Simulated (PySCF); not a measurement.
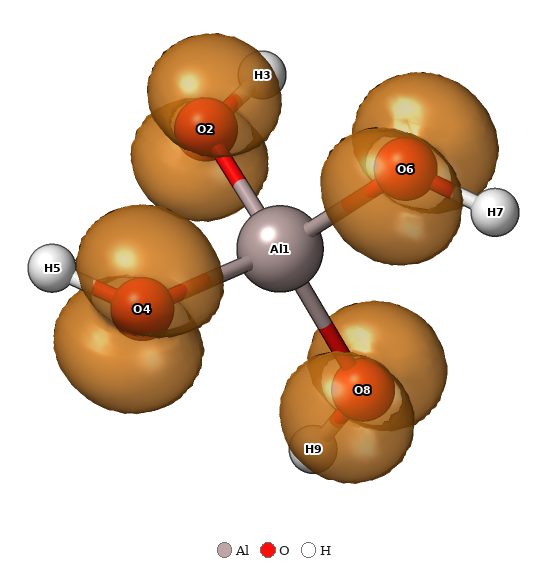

The picture shows: AlH$_{4}$O$_{4}$ (SMILES [OH][Al-]([OH])([OH])[OH+]) (doublet). Isosurfaces of the spin density (α minus β) at +0.02 (orange) and −0.02 e/Å³ (purple), seen across its widest extent.

Geometry: BP86-D3(BJ)/ma-def2-SVP.

Level of theory: PySCF, DFT single point, gas phase, functional PBE0.

```yaml
atoms:
  - { symbol: Al, position_ang: [0.0359, 0.0909, -0.0712] }
  - { symbol: O, position_ang: [-0.0729, 0.0876, 1.7049] }
  - { symbol: H, position_ang: [-0.9316, 0.0659, 2.1646] }
  - { symbol: O, position_ang: [1.7639, 0.3243, -0.4510] }
  - { symbol: H, position_ang: [2.3849, 0.4809, 0.2860] }
  - { symbol: O, position_ang: [-0.9134, 1.4271, -0.7700] }
  - { symbol: H, position_ang: [-1.5249, 1.2375, -1.5068] }
  - { symbol: O, position_ang: [-0.5592, -1.4028, -0.8391] }
  - { symbol: H, position_ang: [-0.1727, -2.2681, -0.6119] }
```

Question: Where is the unpaired spin?

Answer: The unpaired spin (1 electron) lies mostly on O4 (about 0.3), O6 (about 0.3), O8 (about 0.2) and O2 (about 0.2), in electrons by Hirshfeld's partition.
